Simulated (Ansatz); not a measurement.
# C2H6GaSb: the cost of one run

Method: the settings change from run to run; program: Ansatz 0.2.0, Gaussian basis.

## 1. The relaxed structure

The geometry comes from an earlier relaxation with PBE0-D4 in a triple-zeta def2 set; it is a stationary point, not always the lowest conformer. Sb takes a core potential in def2 sets; no spin-orbit term is included.

SMILES `[CH3][Sb]1[CH2][GaH]1`, 10 atoms, charge 0, spin multiplicity 1.

Atoms are counted from 1 here; the program's logs count them from 0.

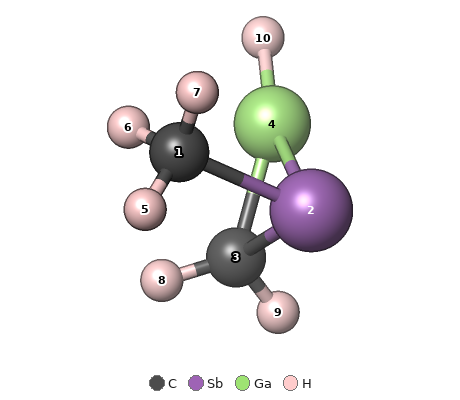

The geometry (carbon dark grey, antimony purple, gallium green, hydrogen pink); atoms are numbered from 1 in the order of the file.

## 2. B2GP-PLYP/x2c-TZVPPall

Options: atoms shaken by 0.08 Å.

Contents of in.yaml:

```yaml
crystal:
  periodic: [false, false, false]
  atoms:
    - {symbol: C, position_ang: [0.567475, 1.712735, -0.176045]}
    - {symbol: Sb, position_ang: [0.915771, 0.020487, 1.219910]}
    - {symbol: C, position_ang: [-0.980085, -1.102203, 0.647319]}
    - {symbol: Ga, position_ang: [0.331842, -1.729435, -0.676490]}
    - {symbol: H, position_ang: [0.047520, 2.337169, 0.257556]}
    - {symbol: H, position_ang: [0.043265, 1.174361, -1.028196]}
    - {symbol: H, position_ang: [1.391985, 2.153387, -0.597806]}
    - {symbol: H, position_ang: [-1.742005, -0.447396, 0.423642]}
    - {symbol: H, position_ang: [-1.234120, -1.847438, 1.514551]}
    - {symbol: H, position_ang: [0.717311, -2.495437, -1.936078]}
basis:
  gaussian: {orbitals: x2c-TZVPPall}
hamiltonian: {xc: {name: B2GP-PLYP}}
output: {forces: true}
```

The run is started by

```sh
> ansatz run in.yaml --threads 4 --pin off --events-out ev --progress --plain --max-ram 10444MiB
```

**Question.** How long does this run take on 4 threads of Arm Neoverse V2, shared host, and how much memory does it need?

About 25 s, with a peak of 0.96 GiB.
